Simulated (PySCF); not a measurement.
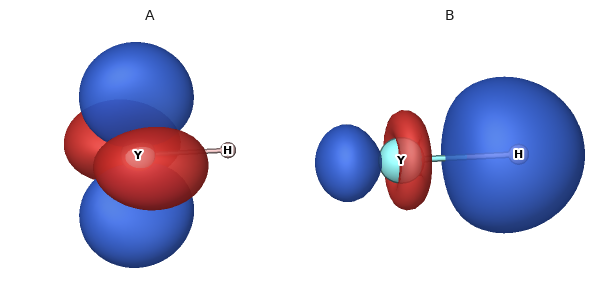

The picture shows: YH. Two frontier orbitals, each drawn at the value that holds 80 % of its norm (blue and red are the two phases), in no order; of a degenerate pair one member is drawn.

Core potentials replace the inner electrons of Y.

All numbers below come from PBE0/def2-TZVPP, non-relativistic Hamiltonian with scalar-relativistic core potentials where named, at a bond length of 1.912 Å in PySCF.

Name the orbitals and rank them from lowest to highest energy.

Orbital B: σ, occupied, −7.65 eV; shared between the atoms (Y 45 %, H 55 %).
Orbital A: δ, empty, −1.78 eV; almost wholly on Y.
